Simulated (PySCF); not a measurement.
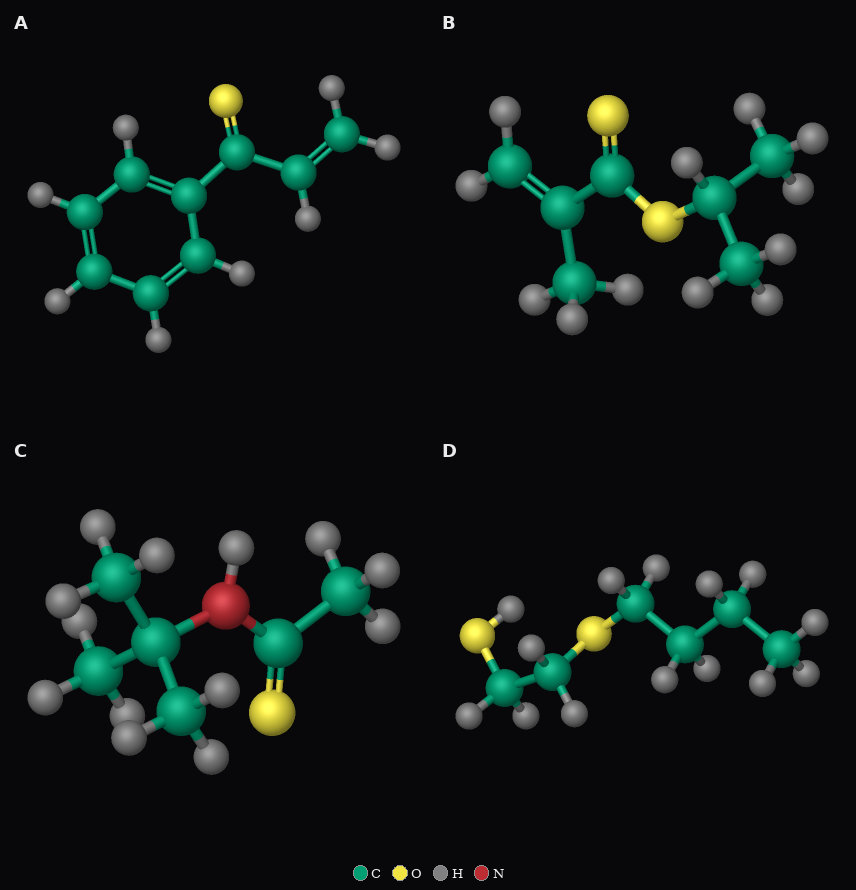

Source: calculation with PySCF.

**Match each picture to its SMILES.**
(1) CCCCOCCO
(2) C=C(C)C(=O)OC(C)C
(3) CC(=O)NC(C)(C)C
(4) C=CC(=O)c1ccccc1

A is (4), B is (2), C is (3), D is (1).
